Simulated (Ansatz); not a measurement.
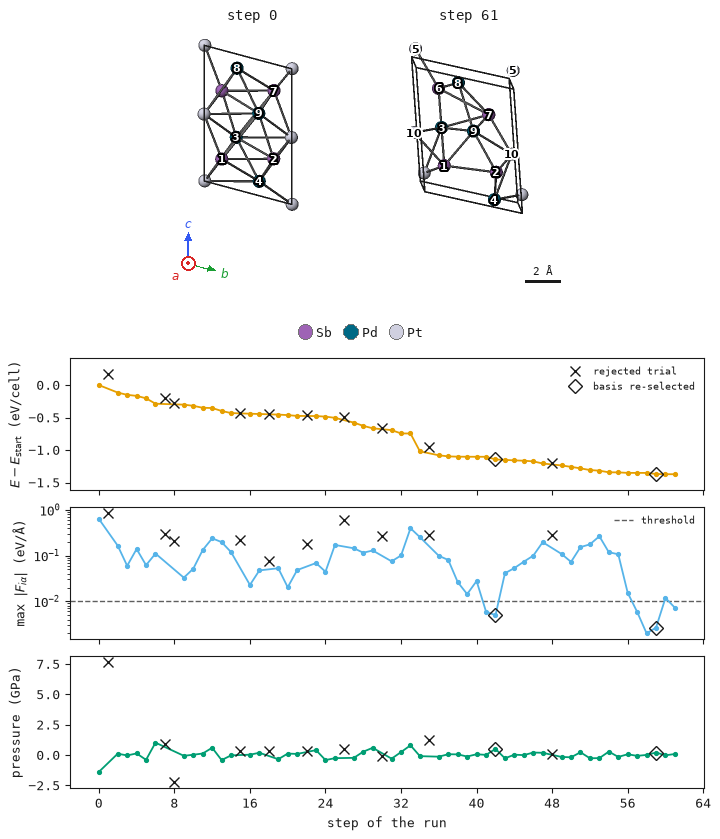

First and last geometry of a relaxation of crystalline Sb2Pd2Pt (built on the Bi2Te2S-166 type type), with the history of the run. A ball-and-stick model of the cell of the calculation, reduced to other axes, seen along the a axis. Lengths and directions refer to the drawn axes.

Case: shaken.

The calculation used DFT, PBEsol, plane waves, PAW in Ansatz.

Input
```yaml
crystal:
  lattice:
    - [2.3003766179, 1.3539456114, 5.0847654883]
    - [-2.2309689759, 1.3157637088, 5.0631940049]
    - [0.0032746467, -5.1990873579, 10.111059026]
  atoms:
    - { symbol: Sb, position: [0.416064815, 0.3926814795, 0.1960187308] }
    - { symbol: Sb, position: [0.5829605568, 0.6105041959, 0.3008495568] }
    - { symbol: Pd, position: [0.7906707814, 0.8058292382, 0.3852749028] }
    - { symbol: Pd, position: [0.2140241254, 0.2027279431, 0.1061247873] }
    - { symbol: Pt, position: [0.0114028906, -0.0088220957, 0.0017548723] }
    - { symbol: Sb, position: [0.3967380761, 0.4055974664, 0.7001214252] }
    - { symbol: Sb, position: [0.5916615589, 0.597682042, 0.8046113606] }
    - { symbol: Pd, position: [0.7937437554, 0.7897914172, 0.8963955039] }
    - { symbol: Pd, position: [0.2126986783, 0.199129653, 0.6059210073] }
    - { symbol: Pt, position: [0.0104850362, 0.0013066327, 0.4929279703] }
kpoints:
  mp_grid: { grid: [4, 4, 2] }
hamiltonian:
  xc: pbesol
scf:
  occupations: { method: fermi_dirac, width: 0.05 }
relax:
  f_tol: 0.01
  cell: {}
  max_steps: 120
```

Command:
```bash
ansatz run input.yaml --threads 2 --pin off --max-ram 2211MiB --backend cpu --events-out ev --progress --plain --runs-dir out
```

What do the curves and the structures tell?

Answer. The run was cut off at its time limit before the relaxation converged, so the last structure is only a point on the way. The largest move relative to the cell is that of Pd3, 1.20 Å along [1 −2 2]. By element the largest moves are Pd 1.20 Å, Pt 0.99 Å, Sb 0.97 Å. The drawn cell changes as follows: a 4.532 → 4.745 Å (+4.7 %), b 5.687 → 6.069 Å (+6.7 %), c 7.869 → 7.325 Å (−6.9 %), α 103.4° → 102.7°, β 91.0° → 107.3°, γ 112.7° → 102.3°; the volume changes by +3.8 %. Some distances before and after: Pd3–Pd4 2.879 → 5.190 Å, Pt5–Sb7 2.763 → 4.864 Å, Sb6–Pt10 2.879 → 4.864 Å, Sb2–Pd3 3.384 → 5.044 Å. Bonds break: Pt5–Sb7 (2.76 → 4.86 Å). The space group (tolerance 0.01 Å) goes from P1 (No. 1) to P-1 (No. 2). The energy falls by 1.372 eV per cell of the calculation in 49 accepted moves (61 points after the start). Largest force component: 0.64 eV/Å at the start, 0.0072 eV/Å at the end. The pressure goes from −1.38 to 0.09 GPa. The line search rejected the trial steps at points 1, 7, 8, 15, 18, 22, 26, 30 and more of the run. The SCF was repeated twice at an unchanged geometry on a basis and grid sized afresh for the cell, which shifted the energy by 40.6 meV per cell of the calculation at most. The run took 25 min on 2 threads of Intel(R) Xeon(R) Processor @ 2.50GHz (Skylake/Cascade Lake), on a shared host, peak memory 0.86 GiB.

| step | E − E(0), meV/atom | largest force component, eV/Å | pressure, GPa | volume, Å³/atom | note |
| --- | --- | --- | --- | --- | --- |
| 0 | 0.00 | 0.6354 | -1.38 | 18.068 |  |
| 1 | 17.34 | 0.8603 | 7.68 | 16.974 | rejected |
| 2 | -11.54 | 0.1649 | 0.12 | 17.783 |  |
| 3 | -15.02 | 0.0599 | -0.03 | 17.761 |  |
| 4 | -16.60 | 0.1392 | 0.14 | 17.750 |  |
| 5 | -20.33 | 0.0617 | -0.39 | 17.840 |  |
| 6 | -28.68 | 0.1107 | 1.03 | 17.766 |  |
| 7 | -19.28 | 0.2964 | 0.88 | 17.962 | rejected |
| 8 | -27.23 | 0.2054 | -2.25 | 18.130 | rejected |
| 9 | -30.12 | 0.0329 | -0.06 | 17.885 |  |
| 10 | -31.92 | 0.0517 | 0.03 | 17.888 |  |
| 13 | -39.81 | 0.1975 | -0.41 | 18.072 |  |
| 15 | -42.58 | 0.2164 | 0.33 | 18.004 | rejected |
| 18 | -44.32 | 0.0761 | 0.32 | 18.216 | rejected |
| 21 | -47.44 | 0.0482 | 0.10 | 18.164 |  |
| 23 | -47.65 | 0.0688 | 0.41 | 18.135 |  |
| 26 | -49.34 | 0.6034 | 0.47 | 18.396 | rejected |
| 29 | -66.50 | 0.1293 | 0.60 | 18.330 |  |
| 31 | -69.30 | 0.0749 | -0.29 | 18.434 |  |
| 34 | -102.05 | 0.2529 | -0.09 | 18.411 |  |
| 37 | -109.71 | 0.0803 | 0.07 | 18.329 |  |
| 40 | -110.31 | 0.0278 | 0.07 | 18.302 |  |
| 42 | -114.40 | 0.0050 | 0.51 | 18.307 | same geometry, new basis |
| 45 | -116.38 | 0.0736 | 0.00 | 18.325 |  |
| 48 | -120.37 | 0.2831 | 0.11 | 18.536 | rejected |
| 50 | -125.83 | 0.0728 | -0.18 | 18.546 |  |
| 53 | -131.70 | 0.2647 | -0.25 | 18.684 |  |
| 56 | -135.12 | 0.0153 | 0.07 | 18.673 |  |
| 58 | -135.14 | 0.0020 | 0.01 | 18.674 |  |
| 61 | -137.18 | 0.0072 | 0.09 | 18.753 |  |
